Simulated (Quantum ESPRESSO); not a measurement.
SnO2 (Cassiterite, P4_2/mnm), O K edge of atom 3, with 3 Sn at 2.05 Å (distorted trigonal planar, site symmetry m2m). Method: Quantum ESPRESSO XSpectra, PBE, full core hole (charged cell), 12-atom cell with 5.7 Å between holes, 5×5×5 k points, dipole transitions, Lorentzian half width 0.3 eV up to 4 eV, rising linearly to 2.5 eV at 25 eV (counted from xe0, 0.4 eV below the zero used here).

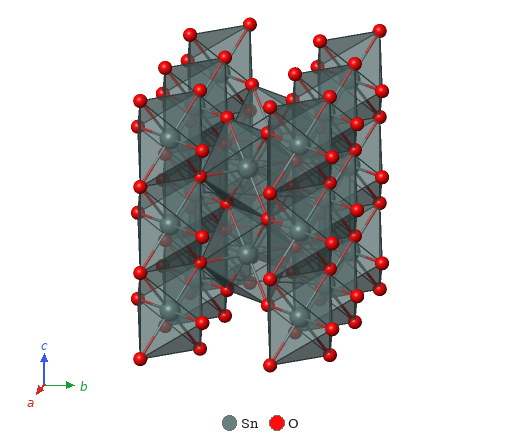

The structure (tin teal, oxygen red). 2×1×2 cells are drawn. Some periodic images of atoms are drawn too.

```
CELL_PARAMETERS angstrom
4.73800 0.00000 0.00000
0.00000 4.73800 0.00000
0.00000 0.00000 3.18650
ATOMIC_POSITIONS crystal
Sn 0.50000 0.50000 0.50000
Sn 0.00000 0.00000 0.00000
O 0.80710 0.19290 0.50000
O 0.69290 0.69290 0.00000
O 0.19290 0.80710 0.50000
O 0.30710 0.30710 0.00000
```

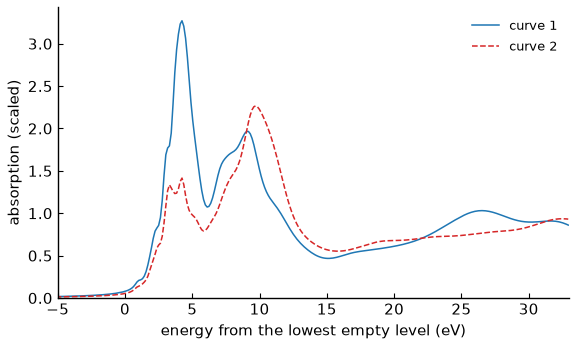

Energy from the lowest empty level; a common scale on which the isotropic spectrum has a mean of 1 over the first 20 eV.

**Question.** The curves are for the electric vector along different Cartesian axes of the cell as given, averaged over the symmetry-equivalent atoms. Which is which?

Curve 1: along z (c), main maxima 4.2 eV (3.27) and 9.0 eV (1.97). Curve 2: along x (⊥ c) (the other in-plane axis gives the same curve within 3 %), main maxima 3.3 eV (1.33), 4.2 eV (1.42) and 9.7 eV (2.27). A K edge sees empty p states on the absorber. Each direction probes the empty orbitals that point along it. The holes are only 5.7 Å apart, so the shape is probably not converged with cell size; no larger cell was run here. The structure is a published determination, not relaxed.

[Banner, clock and machine lines of the logs are left out without a mark of their own.]

[Logs are printed without paths, hosts, clocks, repeated set-up lines and the standing remarks that a program may print on its own settings, such as how far it seeks lower states.]

[Hosts, paths, dates, database ids (printed as entryN), source tags and the programs' standing remarks are cut or masked in the printed files.]

[Lists of maxima count a maximum above −3 eV only where it reaches 4 % of the highest in the window and stands out from its surroundings by 2 % of it (1.5 % where it reaches 55 %); shoulders and weaker maxima are passed over, and of the rest the first, up to two pre-edge ones and the few strongest are named.]
